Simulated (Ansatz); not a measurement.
# Scan of one atom of the cell for SrVO3 (cubic perovskite)

Relaxed SrVO3 (cubic perovskite):

```yaml
crystal:
  lattice:
    - [3.85762, 0.00000, 0.00000]
    - [0.00000, 3.85762, 0.00000]
    - [0.00000, 0.00000, 3.85762]
  atoms:
    - { symbol: Sr, position: [0.00000, 0.00000, 0.00000] }
    - { symbol: V, position: [0.50000, 0.50000, 0.50000] }
    - { symbol: O, position: [0.00000, 0.50000, 0.50000] }
    - { symbol: O, position: [0.50000, 0.50000, 0.00000] }
    - { symbol: O, position: [0.50000, 0.00000, 0.50000] }
```

In each cell atom 3 (O, nearest neighbour V at 1.929 Å; its periodic images, 3.9 Å or more away, move with it) moves by s·(0.577, 0.577, 0.577) (along Cartesian [111]), the rest being held.

All values below come from PBE (plane waves to 420 eV, PAW, scalar-relativistic; Ansatz, a quantum-chemistry and plane-wave program). k mesh 10×10×10 (Γ-centred), Fermi-Dirac smearing 0.05 eV. Energies are smeared free energies. With partly filled bands, energies and forces of such displacements shift with the k mesh and the smearing. F⊥ is the part of the force across the line. SrVO3 is run without spin polarisation and with no Hubbard U. SrVO3 was relaxed with its symmetry unable to fall. The zero of ΔE is the undisplaced structure.

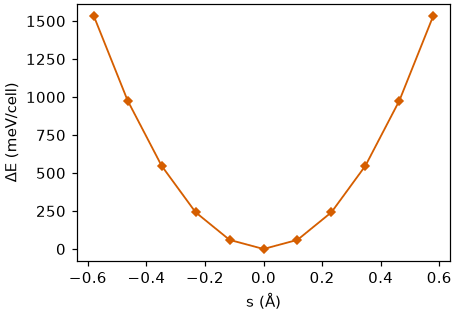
ΔE (meV/cell) against s (Å); markers are the computed points, lines only join them.

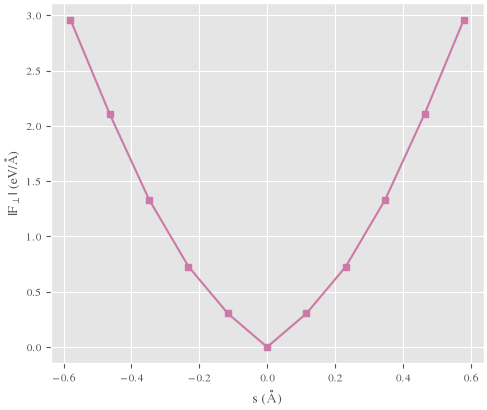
Figure. |F⊥| (eV/Å) against s (Å); one marker a computed point.

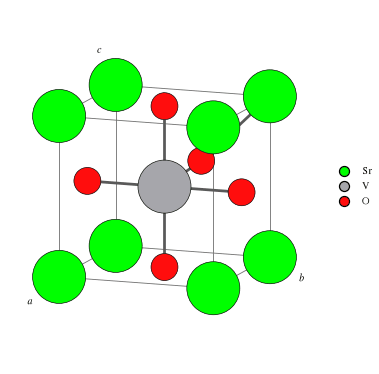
Figure: The cell of the calculation at s = 0.580 Å.

The energy at s = 0.580 Å comes out as 1536 meV/cell and the force along the line at s = -0.580 Å is 5.41 eV/Å. Harmonic estimate at the end of the scan: ½ks² = 1500 meV/cell against the computed 1536 meV/cell, so the well is close to harmonic there. Shape of the curve: a single well with its minimum at or next to zero displacement. Symmetry of the curve: even: the same for both signs.

With its periodic images moving along, the atom's site symmetry in this cell is 4/mmm.

(A displaced cell: forces are minus the slopes of the energy, force constants its curvatures, and phonons follow from these.)
